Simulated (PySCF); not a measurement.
System: C12H15P (SMILES CC(C)(C)p1ccc2ccccc21).

```xyz
28

C    -1.4492    0.7233    0.7855
C    -1.7763   -0.3009   -0.2946
C    -2.2793    0.3984   -1.5573
C    -2.8275   -1.2925    0.2055
P    -0.2644   -1.3389   -0.7990
C     0.3757   -1.9452    0.7866
C     1.5606   -1.3790    1.1105
C     2.0015   -0.3340    0.1949
C     3.1663    0.4350    0.2823
C     3.4179    1.4105   -0.6795
C     2.5263    1.6100   -1.7375
C     1.3746    0.8293   -1.8486
C     1.0992   -0.1319   -0.8774
H    -0.7178    1.4641    0.4299
H    -1.0345    0.2446    1.6849
H    -2.3655    1.2643    1.0788
H    -3.2012    0.9601   -1.3307
H    -1.5420    1.1203   -1.9406
H    -2.5075   -0.3217   -2.3583
H    -3.7668   -0.7585    0.4274
H    -3.0498   -2.0659   -0.5465
H    -2.5055   -1.7938    1.1311
H    -0.0887   -2.7509    1.3584
H     2.1615   -1.6714    1.9766
H     3.8704    0.2711    1.1024
H     4.3226    2.0194   -0.6113
H     2.7385    2.3733   -2.4899
H     0.7022    0.9707   -2.6986
```

Geometry: PBE0-D3(BJ)/def2-SVP.

Level of theory: PySCF 2.14.0, PBE0/pcSseg-1, SCF density, gas phase, non-relativistic.

What can the converged electron density and electron localisation function tell about the bonding?

C–C (1.35 Å): ρ is about 2.2 e/Å³ halfway; the ELF peaks at about 0.95 between the atoms: a covalent bond.
C–P (1.81 Å): the density is about 1.2 e/Å³ at the midpoint; the ELF peaks at about 0.95 between the atoms, as expected for a shared electron pair.
C–H (1.09 Å): the density is about 2 e/Å³ at the midpoint; the ELF climbs to about 1 towards the hydrogen, as it does in any bond to H; a covalent bond by its length.
C–C (1.39 Å): the density is about 2.1 e/Å³ at the midpoint; the ELF peaks at about 0.95 between the atoms (localised, covalent bonding).

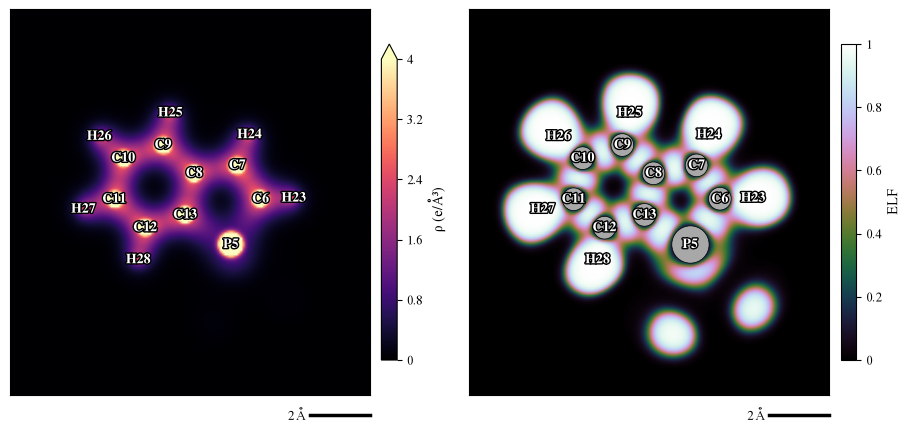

Computed electron density and electron localisation function on the plane of atoms C9, C8 and C13, in this order. Grey discs cover the atomic cores in the ELF map. 
